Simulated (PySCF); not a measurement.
```xyz
9
charge 0, multiplicity 1
Hf    1.4165   -1.4071    1.3256
Cl    1.8171   -0.2298    3.2890
Cl    3.4097   -1.8092    0.2000
Cl    0.3079   -3.4004    1.7759
S     0.0255   -0.1173   -0.1045
Hf   -1.3762    1.3595   -1.3381
Cl   -0.1989    3.3289   -1.6876
Cl   -1.9749    0.4336   -3.3889
Cl   -3.2940    1.7723   -0.0972
```

Describe the molecule in this file.

It has 9 atoms: 2 hafnium, 1 sulfur and 6 chlorine (Hf2SCl6). Coordination: 2 Hf tetrahedral; 1 S linear.

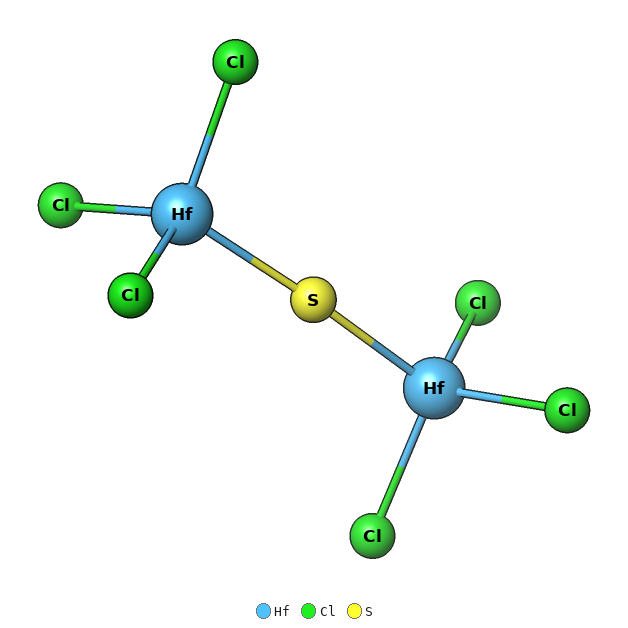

Simulated data, not a measurement (program: PySCF).
